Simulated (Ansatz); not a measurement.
```xyz
5
Lattice="4.4081 0.0000 0.0000 -2.2040 3.8175 0.0000 0.0000 0.0000 4.2344" Properties=species:S:1:pos:R:3 pbc="T T T"
Sc    0.0000    2.5450    0.0000
Sc    0.0000    0.0000    0.0000
Ga    2.2041    1.2725    2.1172
N     2.2041    1.2725    0.0000
N     0.0000    2.5450    2.1172
```

Space group P-6m2; a structure generated by program, which may or may not match a known phase; spin-polarised.

Method: Ansatz, DFT PBE, scalar-relativistic, plane waves, PAW.

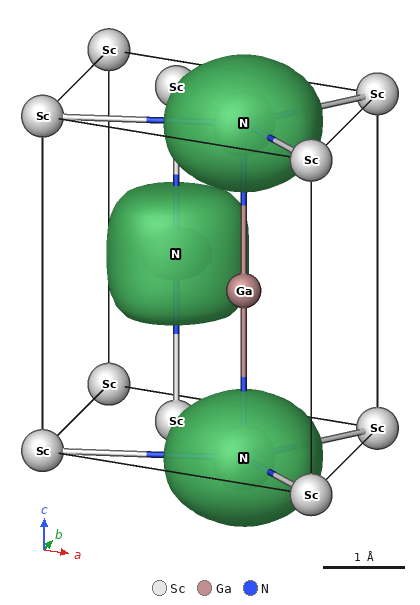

Sc$_{2}$GaN$_{2}$. Isosurface of the electron localisation function at 0.65 (green), seen slightly off an axis. Only the valence region is drawn (cores and ρ < 0.01 e/Å³ removed). Sticks mark near contacts.

Core electrons are frozen (PAW), and the valence fields are smoothed inside the atomic spheres.

> What do the ELF domains correspond to?

The ELF exceeds this value in two regions wrapped around N (the valence shell of each), counted in one cell of 5 atoms. Any copies at cell faces, edges or corners count once.

Values along the shortest contacts:
Sc–N (2.12 Å): the ELF peaks at about 0.90 in the valence shell of N, 0.6 Å from its nucleus, and is about 0.20 at the midpoint: no localised pair shows between them. Ga–N (2.12 Å): the ELF peaks at about 0.80 in the valence shell of N, 0.6 Å from its nucleus, and is about 0.30 at the midpoint.
